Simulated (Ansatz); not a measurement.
Consider N2Ta2 (triplet).

Input file:

```
crystal:
  periodic: [false, false, false]
  atoms:
    - {symbol: Ta, position_ang: [1.371176, -0.015756, -0.041414]}
    - {symbol: Ta, position_ang: [-1.359795, 0.011606, 0.082312]}
    - {symbol: N, position_ang: [-0.043963, 1.287592, 0.074026]}
    - {symbol: N, position_ang: [0.032583, -1.283451, -0.114934]}
basis:
  gaussian: {orbitals: def2-TZVP, initial_orbitals: start.molden}
magnetization: {spin_polarized: true, initial_magnetization: 2}
hamiltonian: {xc: pbe0, dispersion: d4}
scf: {omitted_lower_state_checks: [starts]}
output: {orbitals: {seedname: orbitals}}
```

Command:

```sh
ansatz run in.yaml --threads 4 --pin off --events-out ev --progress --plain --max-ram 3916MiB
```

Geometry: r2SCAN-D4/def2-TZVP; ⟨S²⟩ = 2.30, above the pure value of 2.00; core potentials replace the inner electrons of Ta.

Method: UKS PBE0-D4/def2-TZVP in Ansatz 0.2.0.

What will maps of the electron density, electron localisation function and spin density show?

Ta–N (1.83 Å): ρ at the midpoint is about 1.4 e/Å³; the ELF peaks at about 0.80 in the valence shell of N, 0.6 Å from its nucleus, and drops to about 0.35 between the two atoms.
Ta–Ta (2.73 Å): ρ at the midpoint is about 0.48 e/Å³; the ELF is about 0.25 at the midpoint.
Ta–N (1.91 Å): ρ is about 1.2 e/Å³ halfway; the ELF peaks at about 0.80 in the valence shell of N, 0.6 Å from its nucleus, and drops to about 0.35 between the two atoms.
The unpaired spin (2 electrons) lies mostly on Ta1 (about 1.8) and Ta2 (about 0.2), in electrons by Hirshfeld's partition.

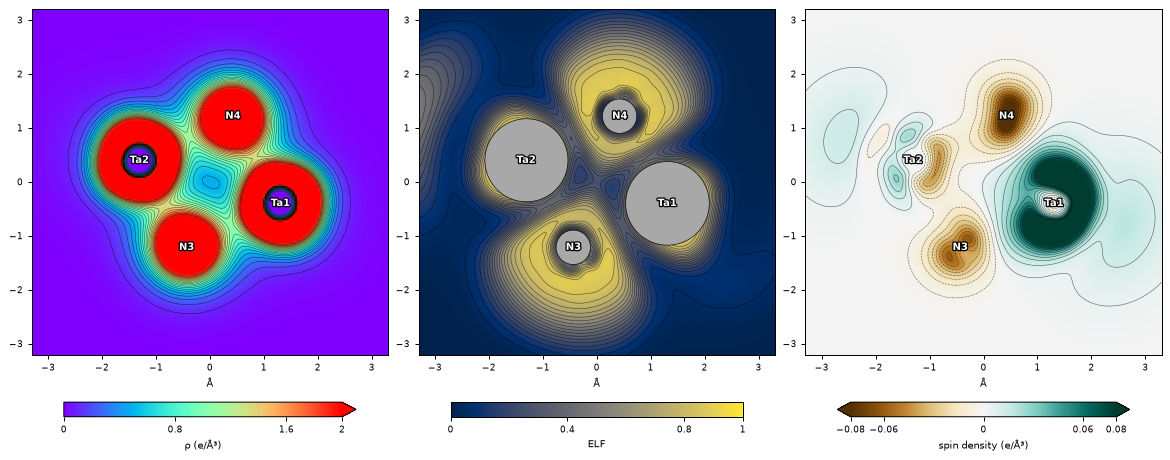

Computed electron density, electron localisation function and spin density on the molecular plane, in this order. Grey discs cover the atomic cores in the ELF map. 
